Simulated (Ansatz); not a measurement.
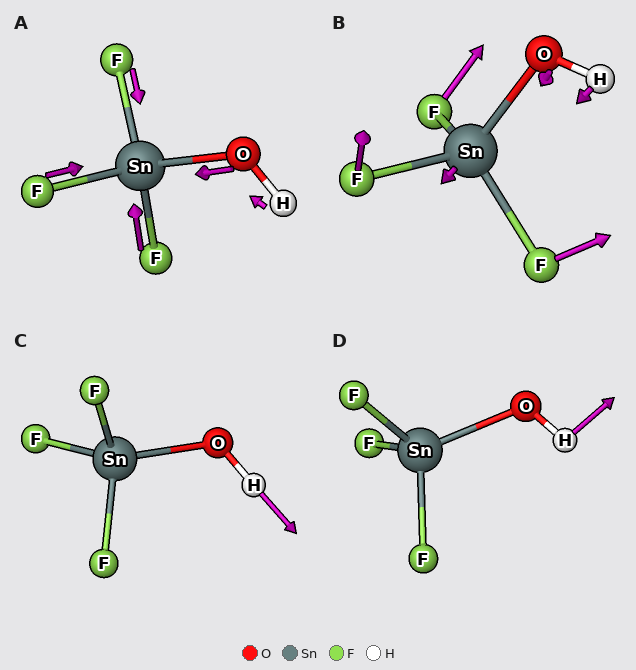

4 normal modes of one molecule or complex, as arrows. Harmonic vibrations computed with RKS PBE0-D4/def2-TZVP, core potentials on Sn (Ansatz 0.2.0) at a stationary point of the same level.

> Match the panels to the wavenumbers 190 cm⁻¹, 647 cm⁻¹, 892 cm⁻¹, 3867 cm⁻¹.

A: 647 cm⁻¹, in-phase stretching of 3 Sn–F bonds
B: 190 cm⁻¹, angle bending
C: 3867 cm⁻¹, O–H stretching
D: 892 cm⁻¹, H–O–Sn bending
